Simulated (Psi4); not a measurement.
**UCCSD(T)/aug-cc-pVDZ (sweep point 7) run of AlNH3 (SMILES [NH2][AlH])**

What is the vertical ionisation energy of AlNH3 at UCCSD(T)/aug-cc-pVDZ (sweep point 7)? 

The results are computed with Psi4 1.11.

4 further runs of the same task are left out: 4 set aside as unsound or not needed.

## 1. Starting point

AlNH3 has 5 atoms, charge 0, and is taken as a doublet. As SMILES, `[NH2][AlH]`. Geometry: relaxed at PBE0-D4/def2-TZVP. This is one conformer, not always the lowest.

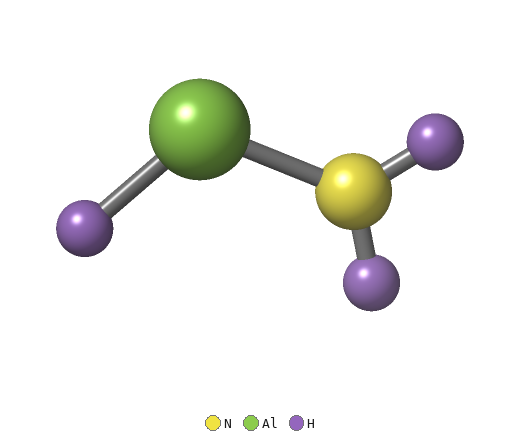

The structure, seen from a chosen angle (nitrogen yellow, aluminium green, hydrogen purple).

## 2. A single-point energy at UCCSD(T)/aug-cc-pVDZ (sweep point 7)

The input, job.in:

```
memory 1.6 GB

molecule mol {
  0 2
  N     -0.22034207    -1.24873102     0.33089104
  Al     1.58094488     1.57584262     0.22827892
  H      0.28062433    -2.84460474     1.23871547
  H     -1.90919030    -1.47927761    -0.52421003
  H      0.36244947     3.85768691    -1.35191007
  units bohr
  symmetry c1
}

set globals {
  basis           aug-cc-pVDZ
  reference       uhf
  puream          true
  scf_type        pk
  num_frozen_docc 6
  d_convergence   1e-10
  e_convergence   1e-10
  maxiter         100
}

e, wfn = energy("ccsd(t)", return_wfn=True)
print_variables()
```

The run is started by

```console
$ psi4 job.in job.out -n 1
```

job.out:

```text
[...]
  Running in c1 symmetry.
[...]
  Nuclear repulsion =   46.235092004163874
[...]
  Multiplicity = 2
[...]
  Nalpha       = 12
  Nbeta        = 11
[...]
    Number of basis functions: 77
[...]
   @UHF iter   1:  -297.97088102589970   -7.00676e-01   7.08461e-03 ADIIS/DIIS
[...]
   @UHF iter  18:  -298.11736043227313    2.84217e-13   3.39102e-11 DIIS
[...]
   @S^2 Observed:                7.550093800E-01
[...]
    Orbital Energies [Eh]
    ---------------------
    Alpha Occupied:
       1A    -58.481229     2A    -15.536207     3A     -4.896315
       4A     -3.211559     5A     -3.207996     6A     -3.206033
       7A     -1.111170     8A     -0.641365     9A     -0.602819
      10A     -0.474528    11A     -0.397318    12A     -0.299769
    Alpha Virtual:
      13A      0.026550    14A      0.031011    15A      0.034992
      16A      0.045388    17A      0.074039    18A      0.078313
      19A      0.078474    20A      0.111761    21A      0.122140
      22A      0.148855    23A      0.149845    24A      0.186233
      25A      0.190228    26A      0.208686    27A      0.210775
[...]
  @UHF Final Energy:  -298.11736043227313
   => Energetics <=
    Nuclear Repulsion Energy =             46.2350920041638744
    One-Electron Energy =                -504.9606306701509766
    Two-Electron Energy =                 160.6081782337139146
    Total Energy =                       -298.1173604322731308
  UHF NO Occupations:
  HONO-2 :   10  A 1.9994847
  HONO-1 :   11  A 1.9981226
[...]
 Multipole Moments:
 ------------------------------------------------------------------------------------
     Multipole            Electronic (a.u.)      Nuclear  (a.u.)        Total (a.u.)
 ------------------------------------------------------------------------------------
 L = 1.  Multiply by 2.5417464519 to convert [e a0] to [Debye]
 Dipole X            :          2.2070348           -2.2703034           -0.0632687
 Dipole Y            :          1.1907952           -1.5586141           -0.3678189
 Dipole Z            :          0.7675950           -0.6584655            0.1091295
 Magnitude           :                                                    0.3888482
[...]
      * MP2 total energy                      = -298.356999990901841
[...]
      * CCSD total energy                     = -298.378834655321384
[...]
      * CCSD(T) total energy                     = -298.386695321872367
[...]
```

Wall time 75 s (1 thread of Intel Xeon at 2.50GHz (Skylake/Cascade Lake), shared host); peak memory 0.51 GiB.

## 3. The singlet cation

The input, job.in:

```
memory 1.6 GB

molecule {
  1 1
  N     -0.22034207    -1.24873102     0.33089104
  Al     1.58094488     1.57584262     0.22827892
  H      0.28062433    -2.84460474     1.23871547
  H     -1.90919030    -1.47927761    -0.52421003
  H      0.36244947     3.85768691    -1.35191007
  units bohr
  symmetry c1
}

set puream true
set scf_type pk
set num_frozen_docc 6
set d_convergence 1e-10
set e_convergence 1e-10

energy("ccsd(t)/aug-cc-pVDZ")
print_variables()
```

The run is started by

```console
$ psi4 job.in job.out -n 1
```

job.out:

```text
[...]
  Running in c1 symmetry.
[...]
  Nuclear repulsion =   46.235092004163874
[...]
  Multiplicity = 1
[...]
  Nalpha       = 11
  Nbeta        = 11
[...]
    Number of basis functions: 77
[...]
   @RHF iter   1:  -297.69781887498505   -4.27614e-01   6.76475e-03 ADIIS/DIIS
[...]
   @RHF iter  13:  -297.83768385046278    3.41061e-13   8.77790e-11 DIIS
[...]
    Orbital Energies [Eh]
    ---------------------
    Doubly Occupied:
       1A    -58.800426     2A    -15.754901     3A     -5.206355
       4A     -3.519695     5A     -3.519337     6A     -3.517397
       7A     -1.320356     8A     -0.847365     9A     -0.815913
      10A     -0.695396    11A     -0.609853
[...]
  @RHF Final Energy:  -297.83768385046278
   => Energetics <=
    Nuclear Repulsion Energy =             46.2350920041638744
    One-Electron Energy =                -498.9315624088604295
    Two-Electron Energy =                 154.8587865542338022
    Total Energy =                       -297.8376838504627813
[...]
 Multipole Moments:
 ------------------------------------------------------------------------------------
     Multipole            Electronic (a.u.)      Nuclear  (a.u.)        Total (a.u.)
 ------------------------------------------------------------------------------------
 L = 1.  Multiply by 2.5417464519 to convert [e a0] to [Debye]
 Dipole X            :          3.4774114           -2.2703034            1.2071080
 Dipole Y            :          2.1677186           -1.5586141            0.6091045
 Dipole Z            :          1.0946159           -0.6584655            0.4361504
 Magnitude           :                                                    1.4206847
[...]
      * MP2 total energy                      = -298.074962286605569
[...]
      * CCSD total energy                     = -298.095862305175444
[...]
      * CCSD(T) total energy                  = -298.103719434410948
[...]
```

Run time: 39 s. Hardware: 1 thread of Intel Xeon at 2.50GHz (Skylake/Cascade Lake), shared host; peak memory 0.5 GiB.

## 4. Summary of results

Level: UCCSD(T)/aug-cc-pVDZ (sweep point 7), 6 core orbitals frozen.

```
                                                                 quantity          value
                                              doublet AlNH3: total energy  -298.38670 Eh
doublet AlNH3: HOMO energy (Hartree–Fock orbitals) (highest over α and β)       -8.16 eV
 doublet AlNH3: LUMO energy (Hartree–Fock orbitals) (lowest over α and β)        0.59 eV
               doublet AlNH3: correlation energy (6 core orbitals frozen)     -269.3 mEh
                                            doublet AlNH3: (T) correction      -7.86 mEh
                         doublet AlNH3: ⟨S²⟩ of the reference determinant          0.755
                                             doublet AlNH3: T1 diagnostic          0.023
                                             singlet cation: total energy  -298.10372 Eh
                      singlet cation: HOMO energy (Hartree–Fock orbitals)      -16.59 eV
                      singlet cation: LUMO energy (Hartree–Fock orbitals)       -7.05 eV
                    singlet cation: HOMO–LUMO gap (Hartree–Fock orbitals)        9.55 eV
              singlet cation: correlation energy (6 core orbitals frozen)     -266.0 mEh
                                           singlet cation: (T) correction      -7.86 mEh
                                            singlet cation: T1 diagnostic          0.019
                       vertical ionisation energy (to the singlet cation)       7.700 eV
```

What this shows: The vertical ionisation energy comes to 7.70 eV (743 kJ/mol). Only the singlet of the ionised species was computed; a triplet could lie lower. The triples (doublet AlNH3) make up 2.9 % of the correlation energy. The triples (singlet cation) make up 3.0 % of the correlation energy.
